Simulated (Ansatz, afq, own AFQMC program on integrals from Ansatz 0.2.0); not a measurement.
**HfGe (triplet): AFQMC on the coupled-cluster ladder at distance Hf1–Ge2 = 2.460 Å, def2-SVP**

How near does AFQMC come to the top of the ladder for HfGe (triplet)?

Program: Ansatz 0.2.0, Gaussian basis, and an in-house AFQMC program (afq) on its integrals; all values are calculated. Level of theory: def2-SVP, frozen cores. These are calculated values, not measurements.

To be run: PBE (unrestricted); r2SCAN (unrestricted); PBE0 (unrestricted); B3LYP (unrestricted); wB97M-V (unrestricted); B2PLYP (unrestricted); CCSD(T) on UHF; CCSDT(Q) on UHF; Phaseless AFQMC, CISD trial on UHF; Free-projection AFQMC, CISD trial on UHF.

6 further runs of the same task are left out: 6 that didn't finish.

**1. What is computed**

The geometry derives from a PBE0/def2-TZVP stationary point (not a proven minimum). One bond is set to the value named and the two fragments are kept rigid. No spin-orbit coupling is included. Elements past krypton take def2 core potentials. The filled d shell of Ge may be among the frozen orbitals whatever the setting's name suggests; the logs give the count.

2 atoms, charge 0, spin multiplicity 3.

Atoms are counted from 1 here; the program's logs count them from 0.

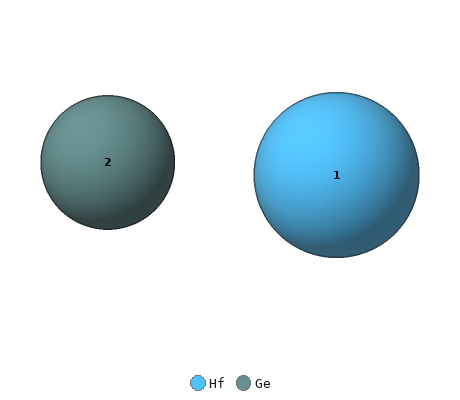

The geometry (hafnium blue, germanium teal); atoms are numbered from 1 in the order of the file.

Coordinates:

```
Hf    0.0000    0.0000    0.0000
Ge    0.0000    0.0000    2.4603
```

**2. PBE (unrestricted)**

File in.yaml:

```yaml
crystal:
  periodic: [false, false, false]
  atoms:
    - {symbol: Hf, position_ang: [0.000000, 0.000000, 0.000000]}
    - {symbol: Ge, position_ang: [0.000000, 0.000000, 2.460290]}
basis:
  gaussian: {orbitals: def2-SVP}
magnetization: {spin_polarized: true, initial_magnetization: 2}
hamiltonian: {xc: {name: PBE}}
output: {orbitals: {seedname: orbitals}}
```

The run is started by

```console
> ansatz run in.yaml --threads 1 --pin off --events-out ev --progress --plain --max-ram 1382MiB
```

Output:

```text
Functional definition: PBE
  name "PBE"
  cite "Perdew, Burke & Ernzerhof, Phys. Rev. Lett. 77, 3865 (1996) doi:10.1103/PhysRevLett.77.3865"
  parent pbe
  parameter kappa = 0.804
  parameter beta = 0.06672455060314922
  exchange = pbe_x(kappa = kappa, mu = beta*pi^2/3)
  correlation = pbe_c(beta = beta)
665 factors; their error is unknown
mean field evaluation 1: about -57802.7688 eV, gradient 1.8e1 eV
mean field evaluation 2: about -57770.4438 eV, gradient 4.9e1 eV
mean field evaluation 4: about -57804.4342 eV, gradient 1.1e1 eV
mean field evaluation 8: about -57805.6283 eV, gradient 5.1e-1 eV
mean field evaluation 16: about -57805.5485 eV, gradient 2.3e-3 eV
mean field evaluation 32: about -57804.4287 eV, gradient 6.4e0 eV
mean field evaluation 64: about -57805.5485 eV, gradient 1.5e-6 eV
mean field evaluation 96: about -57805.5391 eV, gradient 2.5e-1 eV
mean field evaluation 128: about -57803.2983 eV, gradient 9.2e0 eV
mean field evaluation 160: about -57804.7946 eV, gradient 1.4e0 eV
mean field evaluation 192: about -57805.3624 eV, gradient 1.2e0 eV
mean field -57805.54851495 eV, -2124.3147259164 hartree, gradient 5.6e-6 eV, S^2 2.080513; 13 other end points of the search recorded, 0 dependent functions left out
reference -57805.54854549 eV, -2124.3147270388 hartree; 23, 21 occupied and 41, 43 virtual orbitals, 665 factors
Total energy: -57805.54854549 eV, -2124.3147270388 hartree
```

It took 14 s on 1 thread of Intel Xeon 6975P-C (Granite Rapids), shared host.

From the report: ⟨S²⟩ of the determinant 2.081 (pure triplet: 2.00).

**3. r2SCAN (unrestricted)**

Edit in.yaml of step 2 so:

```diff
@@ -8,3 +8,2 @@
 magnetization: {spin_polarized: true, initial_magnetization: 2}
-hamiltonian: {xc: {name: PBE}}
-output: {orbitals: {seedname: orbitals}}
+hamiltonian: {xc: {name: r2SCAN}}
```

Same command.

Output, cut to the lines that bear on the results:

```text
Functional definition: r2SCAN
  name "r2SCAN"
  cite "Furness, Kaplan, Ning, Perdew & Sun, J. Phys. Chem. Lett. 11, 8208 (2020) doi:10.1021/acs.jpclett.0c02405"
  cite "Furness, Kaplan, Ning, Perdew & Sun, J. Phys. Chem. Lett. 11, 9248 (2020) doi:10.1021/acs.jpclett.0c03077"
  parent r2scan
[...]
665 factors; their error is unknown
[...]
mean field -57813.59250040 eV, -2124.6103369294 hartree, gradient 9.0e-6 eV, S^2 2.356236; 9 other end points of the search recorded, 0 dependent functions left out
reference -57813.59252191 eV, -2124.6103377197 hartree; 23, 21 occupied and 41, 43 virtual orbitals, 665 factors
Total energy: -57813.59252191 eV, -2124.6103377197 hartree
```

Wall time 34 s (1 thread of Intel Xeon 6975P-C (Granite Rapids), shared host).

From the report: ⟨S²⟩ of the determinant 2.356 (pure triplet: 2.00).

**4. PBE0 (unrestricted)**

Edit in.yaml of step 3 so:

```diff
@@ -8,2 +8,3 @@
 magnetization: {spin_polarized: true, initial_magnetization: 2}
-hamiltonian: {xc: {name: r2SCAN}}
+hamiltonian: {xc: {name: PBE0}}
+output: {orbitals: {seedname: orbitals}}
```

Same command.

Output, cut to the lines that bear on the results:

```text
Functional definition: PBE0
  name "PBE0"
  cite "Adamo & Barone, J. Chem. Phys. 110, 6158 (1999) doi:10.1063/1.478522"
  cite "Perdew, Burke & Ernzerhof, Phys. Rev. Lett. 77, 3865 (1996) doi:10.1103/PhysRevLett.77.3865"
  parent pbe
[...]
637 factors; integrals over basis functions are off by at most 6.5e-4 eV
[...]
mean field -57805.74705436 eV, -2124.3220221052 hartree, gradient 9.1e-6 eV, S^2 2.156646; 5 other end points of the search recorded, 0 dependent functions left out
reference -57805.74707732 eV, -2124.3220229487 hartree; 23, 21 occupied and 41, 43 virtual orbitals, 637 factors
Total energy: -57805.74707732 eV, -2124.3220229487 hartree
```

It took 4.5 s on 1 thread of Intel Xeon 6975P-C (Granite Rapids), shared host.

From the report: ⟨S²⟩ of the determinant 2.157 (pure triplet: 2.00).

**5. B3LYP (unrestricted)**

Edit in.yaml of step 4 so:

```diff
@@ -8,3 +8,2 @@
 magnetization: {spin_polarized: true, initial_magnetization: 2}
-hamiltonian: {xc: {name: PBE0}}
-output: {orbitals: {seedname: orbitals}}
+hamiltonian: {xc: {name: B3LYP}}
```

The command is unchanged.

Output, cut to the lines that bear on the results:

```text
Functional definition: B3LYP
  name "B3LYP"
  cite "Stephens, Devlin, Chabalowski & Frisch, J. Phys. Chem. 98, 11623 (1994) doi:10.1021/j100096a001"
  cite "Becke, Phys. Rev. A 38, 3098 (1988) doi:10.1103/PhysRevA.38.3098"
  cite "Lee, Yang & Parr, Phys. Rev. B 37, 785 (1988) doi:10.1103/PhysRevB.37.785"
  cite "Vosko, Wilk & Nusair, Can. J. Phys. 58, 1200 (1980) doi:10.1139/p80-159"
[...]
637 factors; integrals over basis functions are off by at most 6.5e-4 eV
[...]
mean field -57815.07654896 eV, -2124.6648747078 hartree, gradient 4.5e-6 eV, S^2 2.053047; 12 other end points of the search recorded, 0 dependent functions left out
reference -57815.07672369 eV, -2124.6648811289 hartree; 23, 21 occupied and 41, 43 virtual orbitals, 637 factors
Total energy: -57815.07672369 eV, -2124.6648811289 hartree
```

Run time: 13 s. Hardware: 1 thread of Intel Xeon 6975P-C (Granite Rapids), shared host.

From the report: ⟨S²⟩ of the determinant 2.053 (pure triplet: 2.00).

**6. wB97M-V (unrestricted)**

Edit in.yaml of step 5 so:

```diff
@@ -8,2 +8,3 @@
 magnetization: {spin_polarized: true, initial_magnetization: 2}
-hamiltonian: {xc: {name: B3LYP}}
+hamiltonian: {xc: {name: wB97M-V}}
+output: {orbitals: {seedname: orbitals}}
```

The command is unchanged.

Output, cut to the lines that bear on the results:

```text
Functional definition: wB97M-V
  name "wB97M-V"
  cite "Mardirossian & Head-Gordon, J. Chem. Phys. 144, 214110 (2016) doi:10.1063/1.4952647"
  cite "Becke, J. Chem. Phys. 107, 8554 (1997) doi:10.1063/1.475007"
  cite "Vydrov & Van Voorhis, J. Chem. Phys. 133, 244103 (2010) doi:10.1063/1.3521275"
  # Of w^i u^j: cxij and so on, Table III.
[...]
  gx(w, u) = 1 - cx + cx01*u + cx10*w
  gss(w, u) = css00 + css04*u^4 + css10*w + css20*w^2 + css43*w^4*u^3
  gos(w, u) = cos00 + cos10*w + (cos20 + cos21*u)*w^2 + (cos60 + cos61*u)*w^6
[...]
      + integral(e_c_pw_mod_opposite_spin*gos(b97_w_opposite, b97_u_opposite)) + vv10(b, c)
637 factors; integrals over basis functions are off by at most 6.5e-4 eV
166 factors; integrals over basis functions are off by at most 1.3e-4 eV
[...]
mean field -57807.79482529 eV, -2124.3972762987 hartree, gradient 9.6e-6 eV, S^2 2.068619; 6 other end points of the search recorded, 0 dependent functions left out
reference -57807.79485860 eV, -2124.3972775228 hartree; 23, 21 occupied and 41, 43 virtual orbitals, 637 factors
Total energy: -57807.79485860 eV, -2124.3972775228 hartree
```

Run time: 26 s. Hardware: 1 thread of Intel Xeon 6975P-C (Granite Rapids), shared host; peak memory 0.36 GiB.

From the report: ⟨S²⟩ of the determinant 2.069 (pure triplet: 2.00).

**7. B2PLYP (unrestricted)**

Edit in.yaml of step 6 so:

```diff
@@ -8,3 +8,3 @@
 magnetization: {spin_polarized: true, initial_magnetization: 2}
-hamiltonian: {xc: {name: wB97M-V}}
-output: {orbitals: {seedname: orbitals}}
+hamiltonian: {xc: {name: B2PLYP}}
+correlation: {electrons: outside_noble_gas}
```

Same command.

Output, cut to the lines that bear on the results:

```text
Functional definition: B2PLYP
  name "B2PLYP"
  cite "Grimme, J. Chem. Phys. 124, 034108 (2006) doi:10.1063/1.2148954"
  cite "Becke, Phys. Rev. A 38, 3098 (1988) doi:10.1103/PhysRevA.38.3098"
  cite "Lee, Yang & Parr, Phys. Rev. B 37, 785 (1988) doi:10.1103/PhysRevB.37.785"
[...]
637 factors; integrals over basis functions are off by at most 6.5e-4 eV
[...]
mean field -57795.71632581 eV, -2123.9533996300 hartree, gradient 2.3e-6 eV, S^2 2.459179; 9 other end points of the search recorded, 0 dependent functions left out
18 core orbitals not correlated: weight in the atoms' cores, before any rotation towards them, 0.999 or more for the frozen orbitals, at most 0.001 for the correlated occupied ones
reference -57795.71643547 eV, -2123.9534036598 hartree; 5, 3 occupied and 41, 43 virtual orbitals, 637 factors
second order -4.93475283 eV of doubles, -0.00000000 eV of singles
Total energy: -57797.04881873 eV, -2124.0023678416 hartree
```

Wall time 16 s (1 thread of Intel Xeon 6975P-C (Granite Rapids), shared host).

From the report: ⟨S²⟩ of the determinant 2.459 (pure triplet: 2.00).

**8. CCSD(T) on UHF**

Edit in.yaml of step 7 so:

```diff
@@ -8,3 +8,2 @@
 magnetization: {spin_polarized: true, initial_magnetization: 2}
-hamiltonian: {xc: {name: B2PLYP}}
-correlation: {electrons: outside_noble_gas}
+correlation: {method: ccsd_t, electrons: outside_noble_gas, hamiltonian_folder: ham}
```

Same command.

Output, cut to the lines that bear on the results:

```text
Functional definition: HF
  name "HF"
  cite "Fock, Z. Phys. 61, 126 (1930) doi:10.1007/BF01340294"
  parent pbe
[...]
637 factors; integrals over basis functions are off by at most 6.5e-4 eV
[...]
mean field -57754.78744318 eV, -2122.4492909358 hartree, gradient 5.7e-6 eV, S^2 3.200845; 44 other end points of the search recorded, 0 dependent functions left out
determinant -57754.78744318 eV, -2122.4492909358 hartree, with singles and doubles -57758.55129760 eV, -2122.5876100346 hartree
determinant -57754.68287429 eV, -2122.4454481000 hartree, with singles and doubles -57758.32101501 eV, -2122.5791473056 hartree
determinant -57754.39631438 eV, -2122.4349172178 hartree, with singles and doubles -57758.51533864 eV, -2122.5862885672 hartree
determinant -57754.29850520 eV, -2122.4313227966 hartree, with singles and doubles -57757.85680648 eV, -2122.5620879565 hartree
[...]
determinant -57754.68287429 eV, -2122.4454481000 hartree, with singles and doubles -57758.37519737 eV, -2122.5811384706 hartree
determinant -57754.39631438 eV, -2122.4349172178 hartree, with singles and doubles -57758.58349258 eV, -2122.5887931784 hartree
determinant -57754.28490343 eV, -2122.4308229406 hartree, with singles and doubles -57758.57678208 eV, -2122.5885465718 hartree
determinant -57754.28490343 eV, -2122.4308229406 hartree, with singles and doubles -57758.60951923 eV, -2122.5897496400 hartree
18 core orbitals not correlated: weight in the atoms' cores, before any rotation towards them, 0.999 or more for the frozen orbitals, at most 0.001 for the correlated occupied ones
reference -57754.78744318 eV, -2122.4492909358 hartree; 5, 3 occupied and 41, 43 virtual orbitals, 637 factors
second order -2.74401031 eV of doubles, -0.00000000 eV of singles
cycle   1  -3.81703079 eV  change    4.0e-7 eV  update   5.9e-6
perturbative correction -0.27416060 eV, -0.0100752162 hartree
Total energy: -57758.87863456 eV, -2122.5996394461 hartree
```

It took 49 s on 1 thread of Intel Xeon 6975P-C (Granite Rapids), shared host.

From the report: ⟨S²⟩ of the determinant 3.201 (pure triplet: 2.00); correlation -4.0912 eV; T1 0.122; largest double amplitude 0.14. The determinant is far from a pure spin state, so its energy mixes those of several spin states (harmless only where they are near-degenerate, as at dissociation).

This run also writes the integrals to the folder ham.

**9. CCSDT(Q) on UHF**

Edit in.yaml of step 8 so:

```diff
@@ -8,2 +8,2 @@
 magnetization: {spin_polarized: true, initial_magnetization: 2}
-correlation: {method: ccsd_t, electrons: outside_noble_gas, hamiltonian_folder: ham}
+correlation: {method: ccsdt_q, electrons: outside_noble_gas}
```

Launched as before.

Output, cut to the lines that bear on the results:

```text
Functional definition: HF
  name "HF"
  cite "Fock, Z. Phys. 61, 126 (1930) doi:10.1007/BF01340294"
  parent pbe
[...]
1068 factors; integrals over basis functions are off by at most 1.8e-7 eV
[...]
mean field -57754.78748495 eV, -2122.4492924708 hartree, gradient 6.1e-6 eV, S^2 3.200848; 44 other end points of the search recorded, 0 dependent functions left out
determinant -57754.78748495 eV, -2122.4492924708 hartree, with singles and doubles -57758.55135715 eV, -2122.5876122230 hartree
determinant -57754.68291506 eV, -2122.4454495982 hartree, with singles and doubles -57758.32107280 eV, -2122.5791494292 hartree
determinant -57754.39635959 eV, -2122.4349188790 hartree, with singles and doubles -57758.51542231 eV, -2122.5862916421 hartree
determinant -57754.39614813 eV, -2122.4349111081 hartree, with singles and doubles -57758.52874978 eV, -2122.5867814176 hartree
[...]
determinant -57754.39614813 eV, -2122.4349111081 hartree, with singles and doubles -57758.58760453 eV, -2122.5889442898 hartree
determinant -57754.28494649 eV, -2122.4308245231 hartree, with singles and doubles -57758.57684291 eV, -2122.5885488076 hartree
determinant -57754.28494649 eV, -2122.4308245231 hartree, with singles and doubles -57758.60958031 eV, -2122.5897518847 hartree
18 core orbitals not correlated: weight in the atoms' cores, before any rotation towards them, 0.999 or more for the frozen orbitals, at most 0.001 for the correlated occupied ones
reference -57754.78748495 eV, -2122.4492924708 hartree; 5, 3 occupied and 41, 43 virtual orbitals, 1068 factors
second order -2.74402991 eV of doubles, -0.00000000 eV of singles
cycle   1  -3.14449188 eV  change   -4.0e-1 eV  update   1.1e-1
[...]
cycle  36  -4.20428568 eV  change   -3.3e-7 eV  update   8.0e-7
perturbative correction -0.04516127 eV, -0.0016596462 hartree
Total energy: -57759.03693190 eV, -2122.6054567658 hartree
```

Wall time 94 s (1 thread of Intel Xeon 6975P-C (Granite Rapids), shared host); peak memory 0.45 GiB.

From the report: ⟨S²⟩ of the determinant 3.201 (pure triplet: 2.00); correlation -4.2494 eV; T1 0.149; largest double amplitude 0.17. The determinant is far from a pure spin state, so its energy mixes those of several spin states (harmless only where they are near-degenerate, as at dissociation).

**10. Phaseless AFQMC, CISD trial on UHF**

It reads the integrals that the CCSD(T) run on this determinant wrote.

The run is started by

```console
> afq ham --method phaseless --trial cisd --walkers 60 --populations 1 --least-time 40 --time-step 0.005 --steps-per-block 50 --equilibration-blocks 40 --max-blocks 300 --target-error 0.00034 --factor-cut 1e-05 --start spin_pure --seed 970 --release-times 0.24,0.6,1.2,2,3,4.2 --release-step 0.04 --release-every 4 --taylor-order 6
```

Output:

```text
orbitals 46  electrons 5 3  factors 400 of 637
reference energy -2122.44929094 Eh
CCSD correlation -0.14027337 Eh in 23 cycles, weight of the determinant in the CISD state 0.6490
energy of the start -2122.551679 Eh
 block  time / (1/Eh)  mean weight  energy / Eh
     1     0.250  0.9995  -2122.561173
     2     0.500  0.9999  -2122.568250
     3     0.750  1.0008  -2122.576046
     4     1.000  1.0007  -2122.585026
     5     1.250  1.0015  -2122.588037
     6     1.500  1.0014  -2122.593383
     7     1.750  0.9992  -2122.595756
     8     2.000  1.0007  -2122.596273
     9     2.250  1.0014  -2122.604684
    10     2.500  0.9994  -2122.603438
    17     4.250  0.9993  -2122.597589
    25     6.250  0.9990  -2122.598380
    33     8.250  1.0000  -2122.596523
    41    10.250  1.0010  -2122.593283
    49    12.250  0.9991  -2122.600204
    57    14.250  1.0002  -2122.607118
    65    16.250  1.0014  -2122.599063
    73    18.250  1.0006  -2122.597818
    81    20.250  1.0007  -2122.597188
    89    22.250  0.9997  -2122.611268
    97    24.250  0.9996  -2122.598554
   105    26.250  1.0008  -2122.617205
   113    28.250  1.0009  -2122.603039
   121    30.250  1.0002  -2122.597388
   129    32.250  0.9989  -2122.611795
   137    34.250  1.0006  -2122.591723
   145    36.250  1.0002  -2122.596100
   153    38.250  0.9992  -2122.604625
   161    40.250  0.9997  -2122.602280
   169    42.250  1.0000  -2122.607400
   177    44.250  1.0027  -2122.606101
   185    46.250  1.0013  -2122.596072
   193    48.250  1.0005  -2122.603085
   201    50.250  1.0013  -2122.594394
   209    52.250  1.0007  -2122.600361
   217    54.250  0.9985  -2122.605049
   225    56.250  1.0008  -2122.604438
   233    58.250  1.0014  -2122.601719
   241    60.250  0.9997  -2122.598490
   249    62.250  1.0003  -2122.605491
   257    64.250  1.0011  -2122.606197
   265    66.250  1.0027  -2122.616323
   273    68.250  0.9993  -2122.606850
   281    70.250  1.0005  -2122.609142
   289    72.250  1.0002  -2122.602391
   297    74.250  1.0011  -2122.591494
   305    76.250  1.0011  -2122.590451
   313    78.250  0.9988  -2122.601020
   321    80.250  1.0009  -2122.609196
   329    82.250  1.0010  -2122.596064
   337    84.250  1.0019  -2122.602195
blocks merged  error / Eh  count
     1  0.000387  300
     2  0.000493  150
     4  0.000619  75
     8  0.000686  37
    16  0.000815  18
    32  0.000697  9
released: time / (1/Eh)  energy / Eh  error  mean overlap
  0.24  -2122.602524  0.000936  0.9894
  0.60  -2122.602656  0.000934  0.9855
  1.20  -2122.602338  0.001009  0.9982
  2.00  -2122.602773  0.001298  0.9969
  3.00  -2122.600609  0.001628  1.0693
  4.20  -2122.603536  0.001978  1.0828
energy -2122.601372 +/- 0.000815 Eh
```

Run time: 8.9 min. Hardware: 1 thread of Intel Xeon 6975P-C (Granite Rapids), shared host.

Energy -57758.9258 ± 0.0222 eV. Caveats: constraint bias not in the error; error above the target.

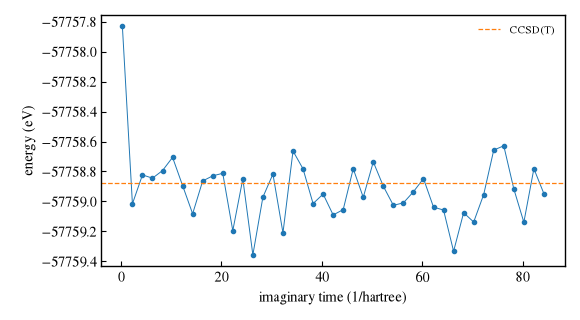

Block energies along the walk.

**11. Free-projection AFQMC, CISD trial on UHF**

It reads the integrals that the CCSD(T) run on this determinant wrote.

The run is started by

```console
> afq ham --method free --trial cisd --walkers 60 --time-step 0.03 --max-blocks 80 --target-error 0.00034 --factor-cut 1e-05 --seed 8991 --times 0,0.3,0.6,1.2,1.8,2.4,3.6,4.8,6 --taylor-order 8
```

Output:

```text
orbitals 46  electrons 5 3  factors 400 of 637
reference energy -2122.44929094 Eh
CCSD correlation -0.14027337 Eh in 23 cycles, weight of the determinant in the CISD state 0.6490
repeat  energy at the last time / Eh  error
    10  -2122.596794  0.002260
    20  -2122.597583  0.001818
    30  -2122.598675  0.001532
    40  -2122.599690  0.001470
    50  -2122.600403  0.001257
    60  -2122.599516  0.001422
    70  -2122.600563  0.001370
    80  -2122.601022  0.001271
time / (1/Eh)  energy / Eh  error  mean overlap
  0.00  -2122.589462  0.000297  1.5409
  0.30  -2122.593652  0.000366  1.5430
  0.60  -2122.596590  0.000391  1.5436
  1.20  -2122.598740  0.000491  1.5573
  1.80  -2122.599637  0.000563  1.5801
  2.40  -2122.601220  0.000532  1.5828
  3.60  -2122.601926  0.000771  1.6062
  4.80  -2122.601825  0.000937  1.6756
  6.00  -2122.601022  0.001271  1.7743
energy -2122.601022 +/- 0.001271 Eh
```

Wall time 6.5 min (1 thread of Intel Xeon 6975P-C (Granite Rapids), shared host).

Energy -57758.9162 ± 0.0346 eV. The run doesn't count as converged. Caveats: remainder of the start not in the error; start is not spin pure; error above the target.

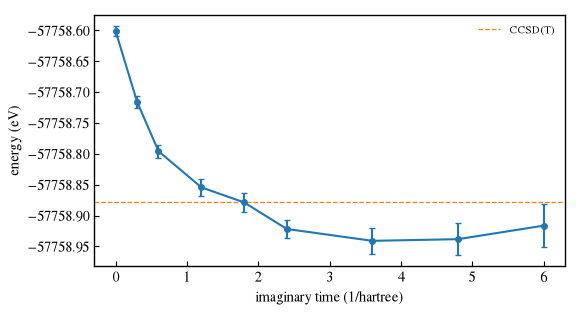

Energy against projection time, with error bars.

**12. All levels side by side**

On the UHF determinant, counted from CCSDT(Q) (a yardstick, not exact):

```
                                              level  energy (eV)  from CCSDT(Q) (kcal/mol)  statistical error (kcal/mol)     time
                                                 HF  -57754.7874                    +98.00                                       
                                                MP2  -57757.5315                    +34.72                                       
                                               CCSD  -57758.6045                     +9.97                                       
                                            CCSD(T)  -57758.8786                     +3.65                                       
                                           CCSDT(Q)  -57759.0369                      0.00                                       
Phaseless AFQMC, CISD trial, step 0.005, 60 walkers  -57758.9258                     +2.56                          0.51  8.9 min
```

The functionals' totals stand on their own zeros and serve differences with other points: PBE -57805.549 eV; r2SCAN -57813.593 eV; PBE0 -57805.747 eV; B3LYP -57815.077 eV; wB97M-V -57807.795 eV; B2PLYP -57797.049 eV.

**13. Results**

| quantity | value |
| --- | --- |
| CCSD(T) on UHF from CCSDT(Q) | +3.65 kcal/mol |
| Phaseless AFQMC, CISD trial on UHF from CCSDT(Q) | +2.56 ± 0.51 kcal/mol |

In words: On UHF the phaseless walk with the CISD trial lies +2.56 kcal/mol from CCSDT(Q), 5 times its error bar. Error bars are statistical and leave out the constraint, the time step and what remains of the start. Hf carries a core potential, and spin-orbit coupling is left out.
